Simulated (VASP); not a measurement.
# A VASP study of Sr2MoO4 (AM05): structure first, properties next, part 5 of 6

Aim: relax Sr2MoO4, then compute properties on the relaxed cell. The start is a computed cell from the Materials Project.

VASP 6.6.1; AM05, no spin polarisation; plane waves and PAW (Sr_sv, Mo_sv, O).

Still holding for the runs below: This run has no spin polarisation, although Mo can carry a moment.

So far. Step 5 (Band structure (AM05)): There is no gap at this level. Step 6 (Density of states (AM05)): The finer mesh and the other smearing move the Fermi level by +0.05 eV from the 6×6×6 run, a small shift, which tests the Fermi level alone. Of the states within 0.3 eV of the Fermi level, the largest shares in the PAW spheres are Mo d 65 % and O p 16 %. The rest lies in smaller channels or between the spheres. The relaxed cell has a = 3.883, c = 12.866 Å (conventional setting).

## Step 7: Vibrations at Γ (AM05) (continued)

Parts of OUTCAR (step 7):

```text
   k-points           NKPTS =     59   k-points in BZ     NKDIM =     59   number of bands    NBANDS=     36

   NELECT =      58.0000    total number of electrons

  Total        0.1620658      0.1620658     -0.0251298      0.0000000     -0.0000000      0.0000000
  in kB        2.6768377      2.6768377     -0.4150677      0.0000000     -0.0000000      0.0000000
  external PRESSURE =       1.6462026 kB  Pullay stress =       0.0000000 kB

 POSITION                                       TOTAL-FORCE (eV/Angst)
 -----------------------------------------------------------------------------------
     -1.94156     -1.94156     -1.91604        -0.000000      0.000000      0.078492
      0.00000     -3.88313     -4.51700         0.000000     -0.000000     -0.078492
      0.00000      0.00000      0.00000        -0.000000      0.000000     -0.000000
      0.00000     -1.94156      0.00000         0.000000      0.000000     -0.000000
     -1.94156      0.00000      0.00000         0.000000      0.000000     -0.000000
      0.00000     -3.88313     -2.09668         0.000000     -0.000000     -0.045108
     -1.94156     -1.94156     -4.33636        -0.000000      0.000000      0.045108
 -----------------------------------------------------------------------------------
    total drift:                                0.000000     -0.000000     -0.000000

 Eigenvectors and eigenvalues of the dynamical matrix
 ----------------------------------------------------

   1 f  =   20.668198 THz   129.862119 2PiTHz  689.416880 cm-1    85.476761 meV
             X         Y         Z           dx          dy          dz
     -1.941565 -1.941565 -1.916035     0.002016    0.001015   -0.000000
      0.000000 -3.883129 -4.517004     0.002016    0.001015   -0.000000
      0.000000  0.000000  0.000000    -0.290891   -0.146512    0.000000
      0.000000 -1.941565  0.000000    -0.104756    0.421877    0.000000
     -1.941565  0.000000  0.000000     0.837615   -0.052762   -0.000000
      0.000000 -3.883129 -2.096678    -0.015090   -0.007600    0.000000
     -1.941565 -1.941565 -4.336360    -0.015090   -0.007600    0.000000

   2 f  =   20.668198 THz   129.862119 2PiTHz  689.416880 cm-1    85.476761 meV
             X         Y         Z           dx          dy          dz
     -1.941565 -1.941565 -1.916035    -0.001015    0.002016    0.000000
      0.000000 -3.883129 -4.517004    -0.001015    0.002016    0.000000
      0.000000  0.000000  0.000000     0.146512   -0.290891   -0.000000
      0.000000 -1.941565  0.000000     0.052762    0.837615    0.000000
     -1.941565  0.000000  0.000000    -0.421877   -0.104756    0.000000
      0.000000 -3.883129 -2.096678     0.007600   -0.015090   -0.000000
     -1.941565 -1.941565 -4.336360     0.007600   -0.015090   -0.000000

   3 f  =   16.108128 THz   101.210350 2PiTHz  537.309299 cm-1    66.617833 meV
             X         Y         Z           dx          dy          dz
     -1.941565 -1.941565 -1.916035    -0.000000    0.000000    0.040134
      0.000000 -3.883129 -4.517004     0.000000   -0.000000   -0.040134
      0.000000  0.000000  0.000000    -0.000000    0.000000   -0.000000
      0.000000 -1.941565  0.000000     0.000000   -0.000000    0.000000
     -1.941565  0.000000  0.000000     0.000000   -0.000000    0.000000
      0.000000 -3.883129 -2.096678     0.000000   -0.000000   -0.705967
     -1.941565 -1.941565 -4.336360    -0.000000    0.000000    0.705967

   4 f  =   15.411226 THz    96.831589 2PiTHz  514.063169 cm-1    63.735681 meV
             X         Y         Z           dx          dy          dz
     -1.941565 -1.941565 -1.916035    -0.000000    0.000000    0.029693
      0.000000 -3.883129 -4.517004    -0.000000    0.000000    0.029693
      0.000000  0.000000  0.000000     0.000000   -0.000000   -0.381385
      0.000000 -1.941565  0.000000    -0.000000   -0.000000    0.615458
     -1.941565  0.000000  0.000000     0.000000    0.000000    0.615458
      0.000000 -3.883129 -2.096678     0.000000   -0.000000   -0.218180
[...]
0.000000 -3.883129 -2.096678    -0.000000    0.000000    0.624362
     -1.941565 -1.941565 -4.336360    -0.000000    0.000000    0.624362

   7 f  =   12.048466 THz    75.702744 2PiTHz  401.893565 cm-1    49.828429 meV
             X         Y         Z           dx          dy          dz
     -1.941565 -1.941565 -1.916035    -0.001614   -0.001929    0.000000
      0.000000 -3.883129 -4.517004    -0.001614   -0.001929    0.000000
      0.000000  0.000000  0.000000    -0.270332   -0.323235    0.000000
      0.000000 -1.941565  0.000000     0.575961   -0.023686    0.000000
     -1.941565  0.000000  0.000000    -0.019809    0.688673   -0.000000
      0.000000 -3.883129 -2.096678     0.056428    0.067471   -0.000000
     -1.941565 -1.941565 -4.336360     0.056428    0.067471   -0.000000

   8 f  =   12.048466 THz    75.702744 2PiTHz  401.893565 cm-1    49.828429 meV
             X         Y         Z           dx          dy          dz
     -1.941565 -1.941565 -1.916035    -0.001929    0.001614   -0.000000
      0.000000 -3.883129 -4.517004    -0.001929    0.001614   -0.000000
      0.000000  0.000000  0.000000    -0.323235    0.270332   -0.000000
      0.000000 -1.941565  0.000000     0.688673    0.019809    0.000000
     -1.941565  0.000000  0.000000    -0.023686   -0.575961    0.000000
      0.000000 -3.883129 -2.096678     0.067471   -0.056428    0.000000
     -1.941565 -1.941565 -4.336360     0.067471   -0.056428    0.000000

   9 f  =    6.801553 THz    42.735416 2PiTHz  226.875375 cm-1    28.128949 meV
             X         Y         Z           dx          dy          dz
     -1.941565 -1.941565 -1.916035    -0.041601    0.038936    0.000000
      0.000000 -3.883129 -4.517004    -0.041601    0.038936    0.000000
      0.000000  0.000000  0.000000     0.294906   -0.276017    0.000000
      0.000000 -1.941565  0.000000     0.227296   -0.107996    0.000000
     -1.941565  0.000000  0.000000     0.115386   -0.212738    0.000000
      0.000000 -3.883129 -2.096678    -0.434534    0.406702   -0.000000
     -1.941565 -1.941565 -4.336360    -0.434534    0.406702   -0.000000

  10 f  =    6.801553 THz    42.735416 2PiTHz  226.875375 cm-1    28.128949 meV
             X         Y         Z           dx          dy          dz
     -1.941565 -1.941565 -1.916035    -0.038936   -0.041601   -0.000000
      0.000000 -3.883129 -4.517004    -0.038936   -0.041601   -0.000000
      0.000000  0.000000  0.000000     0.276017    0.294906   -0.000000
      0.000000 -1.941565  0.000000     0.212738    0.115386    0.000000
     -1.941565  0.000000  0.000000     0.107996    0.227296   -0.000000
      0.000000 -3.883129 -2.096678    -0.406702   -0.434534    0.000000
     -1.941565 -1.941565 -4.336360    -0.406702   -0.434534    0.000000

  11 f  =    6.237273 THz    39.189945 2PiTHz  208.053047 cm-1    25.795279 meV
             X         Y         Z           dx          dy          dz
     -1.941565 -1.941565 -1.916035    -0.103361    0.023507    0.000000
      0.000000 -3.883129 -4.517004     0.103361   -0.023507   -0.000000
      0.000000  0.000000  0.000000     0.000000    0.000000   -0.000000
      0.000000 -1.941565  0.000000     0.000000    0.000000    0.000000
     -1.941565  0.000000  0.000000     0.000000    0.000000    0.000000
      0.000000 -3.883129 -2.096678    -0.681708    0.155041   -0.000000
     -1.941565 -1.941565 -4.336360     0.681708   -0.155041    0.000000

  12 f  =    6.237273 THz    39.189945 2PiTHz  208.053047 cm-1    25.795279 meV
             X         Y         Z           dx          dy          dz
     -1.941565 -1.941565 -1.916035    -0.023507   -0.103361   -0.000000
      0.000000 -3.883129 -4.517004     0.023507    0.103361    0.000000
      0.000000  0.000000  0.000000    -0.000000   -0.000000    0.000000
      0.000000 -1.941565  0.000000    -0.000000   -0.000000   -0.000000
    [... 91 further lines ...]
      0.000000 -3.883129 -2.096678    -0.000000   -0.000000    0.219337
     -1.941565 -1.941565 -4.336360    -0.000000   -0.000000    0.219337

 ELASTIC MODULI CONTR FROM IONIC RELAXATION (kBar)
 Direction    XX          YY          ZZ          XY          YZ          ZX
 --------------------------------------------------------------------------------
 XX         -84.9667    -84.9667     10.4708      0.0000      0.0000      0.0000
 YY         -84.9667    -84.9667     10.4708      0.0000     -0.0000     -0.0000
 ZZ          10.4708     10.4708   -392.5834      0.0000     -0.0000      0.0000
 XY           0.0000      0.0000      0.0000     -0.0000      0.0000     -0.0000
 YZ           0.0000     -0.0000     -0.0000      0.0000    -38.5742      0.0000
 ZX           0.0000     -0.0000      0.0000     -0.0000      0.0000    -52.6226
 --------------------------------------------------------------------------------

[... 6 parts as in an earlier step ...]

[... 4 further parts left out ...]
```

Energies printed during the response cycles are not total energies of the cell.

This step gave:

```
bands                     : 36
irreducible k-points      : 59
pressure of the cell      : 0.1646 GPa
largest force of the cell : 0.07849 eV/Å
Fermi energy              : 6.114 eV
```

Modes at Γ, with each element's share of the kinetic energy:

```tsv
mode	frequency (cm⁻¹)	symmetry	Sr %	Mo %	O %
1	-0.5	acoustic	52	29	19
2	-0.2	acoustic	52	29	19
3	-0.2	acoustic	52	29	19
4	98.2	Eg	98	0	2
5	98.2	Eg	98	0	2
6	117.9	Eu	47	27	26
7	117.9	Eu	47	27	26
8	180.9	A2u	46	38	16
9	188.5	A1g	100	0	0
10	208.1	Eg	2	0	98
11	208.1	Eg	2	0	98
12	226.9	Eu	1	16	83
13	226.9	Eu	1	16	83
14	401.9	Eu	0	18	82
15	401.9	Eu	0	18	82
16	420.9	A2u	1	19	80
17	423.0	Bu	0	0	100
18	514.1	A2u	0	15	85
19	537.3	A1g	0	0	100
20	689.4	Eu	0	11	89
21	689.4	Eu	0	11	89
```

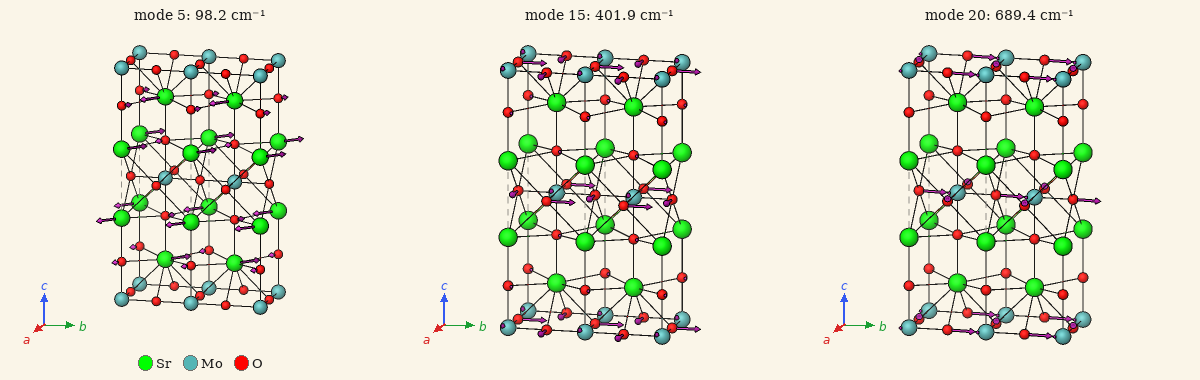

Displacement patterns of modes 5, 15 and 20 at Γ; arrows are exaggerated. 1×2×1 conventional cells are drawn. Some periodic images of atoms are drawn too.

The three acoustic modes lie within 0.5 cm⁻¹ of zero, and all others are real. By the characters of their eigenvectors the optical modes sort into (cm⁻¹) Raman active: Eg 98, A1g 188, Eg 208, A1g 537; infrared active: Eu 118, A2u 181, Eu 227, Eu 402, A2u 421, A2u 514, Eu 689; silent: Bu 423. B labels carry no number here, since it depends on the setting of the axes. With a centre of inversion no mode is active in both.

(Part 5 of 6 ends here.)

[Lines on the potential files, build, host, timing and source positions are cut from VASP's logs without a mark.]

[Logs are printed without paths, hosts, clocks, repeated set-up lines and the standing remarks that a program may print on its own settings, such as how far it seeks lower states.]

[Hosts, paths, dates, database ids (printed as entryN), source tags and the programs' standing remarks are cut or masked in the printed files.]

[A measured line is paired with the nearest computed mode of its activity, which favours agreement.]
